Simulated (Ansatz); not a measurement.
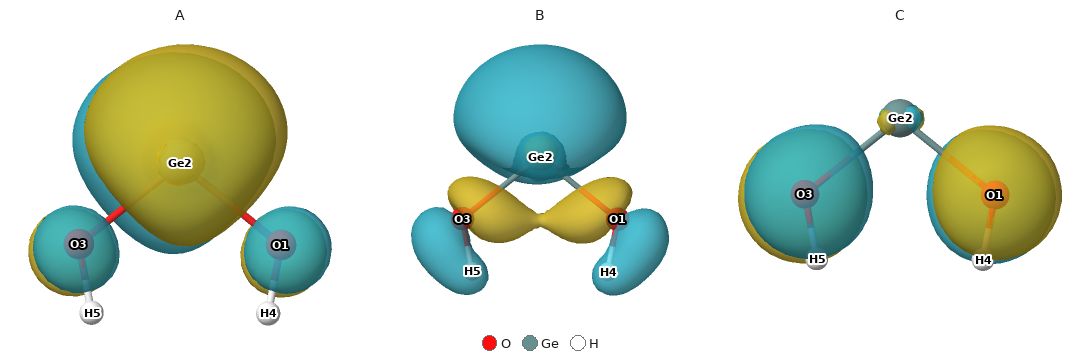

Figure. GeH2O2. Three frontier orbitals at ±0.1 Å⁻³ᐟ² (yellow and cyan are the two phases), in no order.

Theory: RKS PBE0/def2-mTZVP (Ansatz).

Input

```
crystal:
  periodic: [false, false, false]
  atoms:
    - { symbol: O, position_ang: [-1.4465, 0.0657, -0.1634] }
    - { symbol: Ge, position_ang: [-0.2148, -0.9215, 0.5259] }
    - { symbol: O, position_ang: [1.227, 0.0641, 0.7854] }
    - { symbol: H, position_ang: [-1.0671, 0.3914, -1.0634] }
    - { symbol: H, position_ang: [1.5513, 0.3267, -0.1258] }
basis:
  gaussian: { orbitals: def2-mTZVP }
hamiltonian:
  xc: pbe0
relax:
  f_tol: 0.02
  max_steps: 50
output:
  orbitals: {}
```

Command:

```sh
ansatz run input.yaml --threads 1 --pin off --max-ram 2048MiB --backend cpu --events-out ev --progress --plain --runs-dir out
```

The fields are those of the relaxed geometry.

> Which picture is the HOMO−1, the HOMO and the LUMO?

C is the HOMO−1 (−9.00 eV). Its weight (Hirshfeld) is mainly on O1 (about 45 %), O3 (about 45 %) and Ge2 (about 10 %); it changes sign across the molecular plane (π type). B is the HOMO (−7.92 eV). By Hirshfeld shares it lies mainly on Ge2 (about 75 %), O1 (about 10 %) and O3 (about 10 %); it is symmetric in the molecular plane (an in-plane orbital: σ, lone-pair or in-plane π type). A is the LUMO (−1.53 eV). Its weight (Hirshfeld) is mainly on Ge2 (about 80 %), O1 (about 10 %) and O3 (about 10 %); it changes sign across the molecular plane (π type).

> What is the HOMO–LUMO gap?

6.39 eV between the orbital energies.
